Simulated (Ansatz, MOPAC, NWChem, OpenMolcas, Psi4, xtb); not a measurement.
**A ladder of methods for SiH4O3 (SMILES O[SiH](O)O)**

The runs start from one conformer, not always the lowest.

SiH4O3, singlet, SMILES `O[SiH](O)O`. Each level relaxes the structure for itself.

Each level gives the highest harmonic wavenumber at each level's own minimum (cm⁻¹). The values are calculated.

```tsv
level	kind	program	value (cm⁻¹)
AM1	semi-empirical	MOPAC	3620
PM3	semi-empirical	MOPAC	3950
GFN2-xTB	semi-empirical	xtb	3712
GFN1-xTB	semi-empirical	xtb	3883
HF/3-21G	Hartree–Fock	NWChem	4019
HF/6-31G* (spherical functions)	Hartree–Fock	NWChem	4128
HF/6-31G* (Cartesian functions)	Hartree–Fock	OpenMolcas	4144
PBE0-D4/def2-TZVP	global hybrid	Ansatz	3930
wB97X-D/def2-SVP (density fitting)	range-separated hybrid	Psi4	3976
```

Harmonic and unscaled. The values span 3620 to 4144 cm⁻¹.

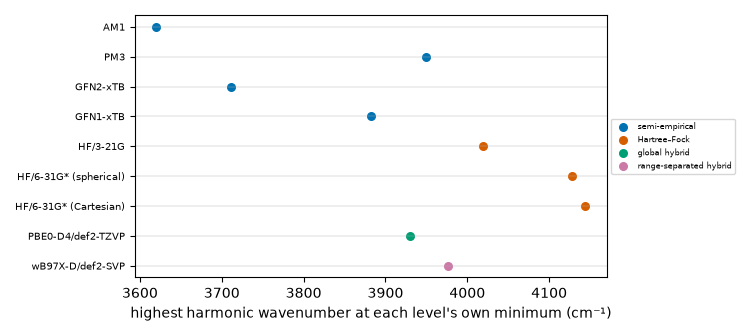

The values of the table, level by level.
